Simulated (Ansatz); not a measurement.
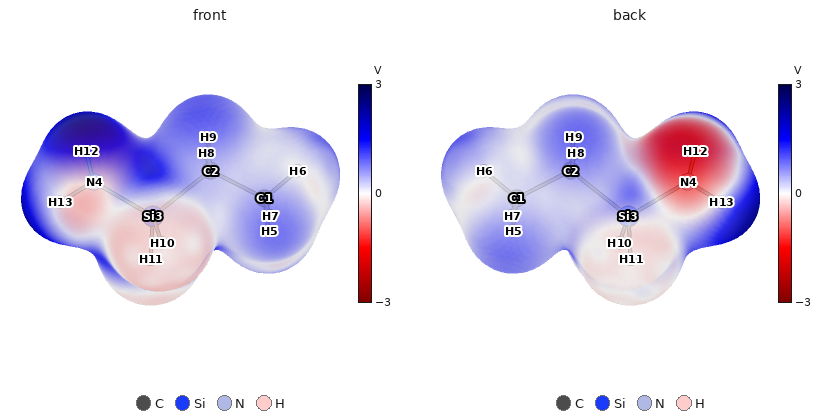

C2H9NSi (SMILES CC[SiH2]N). The electrostatic potential painted on the density surface at 0.004 e/bohr³, seen from the front and from behind; the colour scale runs from red (negative) to blue (positive).

Geometry: PBE0-D4/def2-TZVP.

Computed with RKS PBE0-D4/def2-TZVPP (Ansatz 0.2.0).

```yaml
atoms:
  - { symbol: C, position_ang: [-1.3222, 1.3304, -0.5209] }
  - { symbol: C, position_ang: [-0.6600, 0.3456, 0.4384] }
  - { symbol: Si, position_ang: [0.7681, -0.5855, -0.3318] }
  - { symbol: N, position_ang: [1.4816, -1.6462, 0.8243] }
  - { symbol: H, position_ang: [-1.7335, 0.8194, -1.3957] }
  - { symbol: H, position_ang: [-2.1432, 1.8707, -0.0430] }
  - { symbol: H, position_ang: [-0.6089, 2.0740, -0.8861] }
  - { symbol: H, position_ang: [-1.3852, -0.3872, 0.8070] }
  - { symbol: H, position_ang: [-0.2870, 0.8737, 1.3243] }
  - { symbol: H, position_ang: [1.7037, 0.4311, -0.9115] }
  - { symbol: H, position_ang: [0.3079, -1.4469, -1.4568] }
  - { symbol: H, position_ang: [1.8904, -1.2729, 1.6664] }
  - { symbol: H, position_ang: [2.0088, -2.4409, 0.5002] }
```

Question: Where is the surface potential most negative and most positive?

Answer: The most negative region (about −1.5 V) lies over N4, the most positive (about +2.4 V) over H12 and H13. N4 is the likeliest acceptor of a hydrogen bond.
